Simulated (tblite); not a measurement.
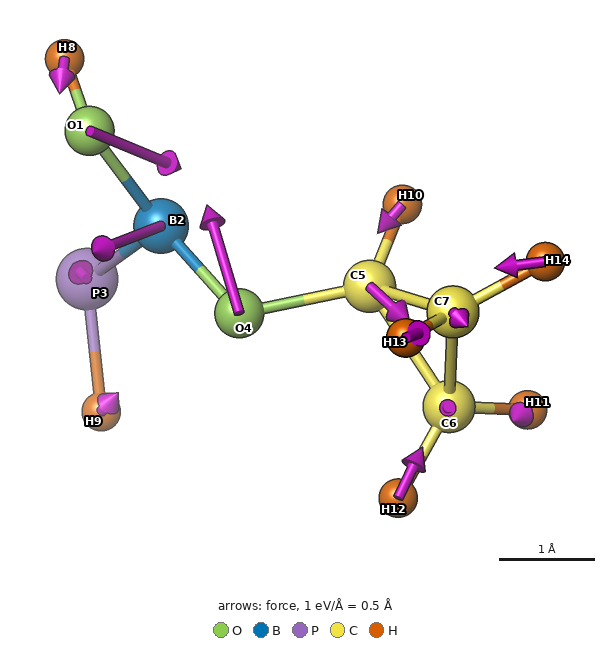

Starting geometry of C$_{3}$H$_{7}$BO$_{2}$P (multiplicity 2) with the computed forces as purple arrows. The picture is a ball-and-stick view, seen from a free direction.

Method: tblite 0.8.0, GFN2-xTB geometry optimisation, gas phase. 

Is this structure relaxed? If not, where do the atoms go?

It isn't relaxed: the largest force vector, on B2, is 3.25 eV/Å. The final displacements have little in common with the starting forces (cosine between the two patterns 0.23). The atom that moves furthest after the best rigid fit is H9 (1.48 Å). By element the largest moves are H 1.48 Å, O 1.43 Å, P 1.32 Å, C 0.54 Å, B 0.18 Å. Near-neighbour distances that change, for instance: O1–B2 1.473 → 1.358 Å, B2–O4 1.441 → 1.344 Å, C6–H12 1.118 → 1.079 Å, C7–H13 1.110 → 1.079 Å. Bond angles that change, for instance: B2–P3–H9 107.6° → 93.9°, B2–O4–C5 113.1° → 124.6°, O1–B2–P3 116.4° → 124.1°. Groups turn about O1–B2 by about 35°. Over 136 geometry steps the energy falls by 35.5 kcal/mol. The run took 0.65 s on 1 thread of Arm Neoverse V2, with other jobs on the host.
